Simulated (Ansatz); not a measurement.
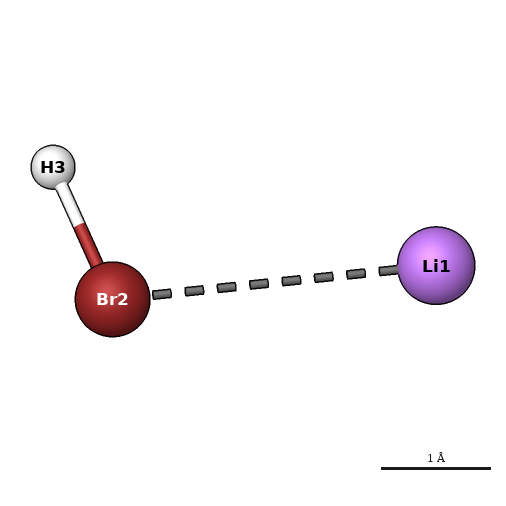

Two molecules or ions; the broken line marks their closest contact (measured against van der Waals radii). State: charge +1, singlet. Geometry: a pair of rigid molecules at a changed separation. Program: Ansatz 0.2.0.

### Which two species are they?

Li and HBr (`Br.[Li+]`).

### How long is the contact?

Li1···Br2 is 3.08 Å.

Give the counterpoise-corrected interaction energy (kJ/mol, monomers kept as in the pair) with RHF-CCSD(T) (frozen core)/def2-TZVPPD.

```json
{"level": "RHF-CCSD(T) (frozen core)/def2-TZVPPD", "interaction energy (kJ/mol)": "−48.0"}
```
